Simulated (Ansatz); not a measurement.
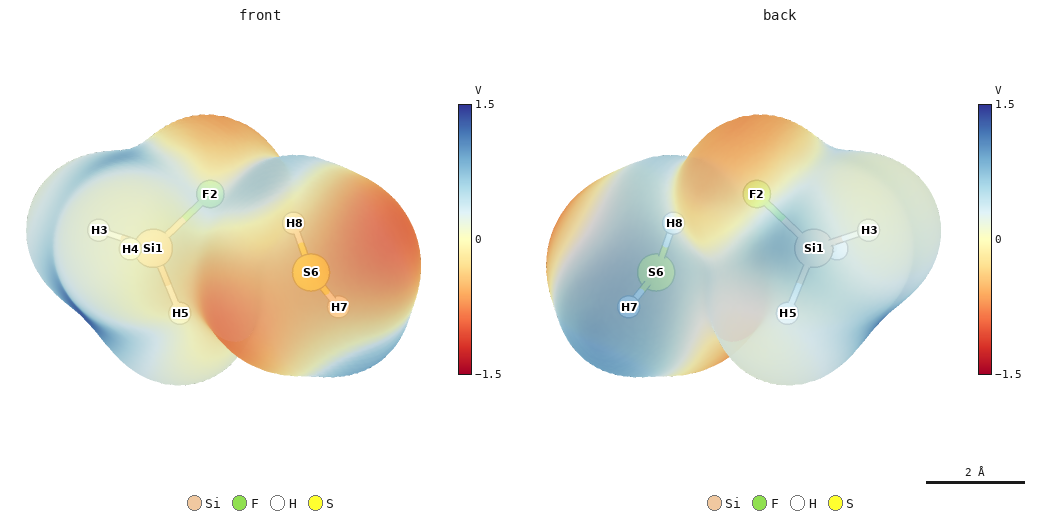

Figure 1: FH₃Si···H₂S. The molecular electrostatic potential painted on the density surface at 0.001 e/bohr³, seen from the front and from behind; the colour scale runs from red (negative) to blue (positive).

All numbers below come from RKS PBE0-D4/6-31G* in Ansatz.

```xyz
8

Si    0.4184    0.0653   -0.1657
F     0.1715   -0.1648    1.4173
H     1.8813   -0.0143   -0.4186
H    -0.0905    1.4048   -0.5514
H    -0.2815   -1.0027   -0.9245
S    -3.2487    0.0914    1.0779
H    -3.3384   -1.2388    0.8944
H    -2.0999   -0.0137    1.7713
```

### Where is the surface potential most negative and most positive?

The most negative region (about −0.9 V, or −21 kcal/mol for a unit charge) lies over S6, the most positive (about +1.2 V, or +28 kcal/mol for a unit charge) over Si1.
